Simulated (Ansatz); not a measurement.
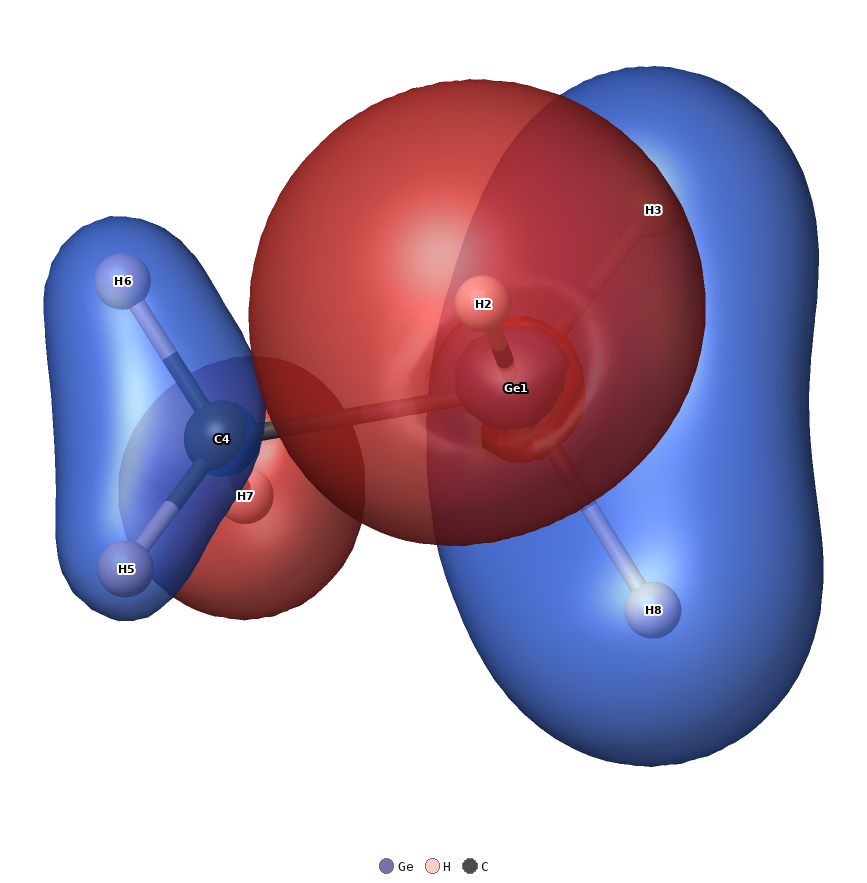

Figure. CH$_{6}$Ge. The HOMO−1 at ±0.08 Å⁻³ᐟ² (blue and red are the two phases), seen at an oblique angle.

Computed with RKS CAM-B3LYP/def2-SVP (Ansatz).

```xyz
8

Ge   -0.0018    0.0037   -0.0013
H    -0.2453   -0.1765    1.5063
H     1.5121    0.1253   -0.2419
C    -0.9226    1.5983   -0.6521
H    -2.0066    1.5049   -0.5010
H    -0.5722    2.4905   -0.1154
H    -0.7321    1.7408   -1.7247
H    -0.5165   -1.2467   -0.7335
```

Where does this orbital lie, and at what energy?

Its weight (Hirshfeld) is mainly on Ge1 (about 40 %), H2 (about 35 %), H3 (about 10 %) and H8 (about 10 %). It is one of a degenerate set, so its orientation is arbitrary. Its energy is −10.55 eV.
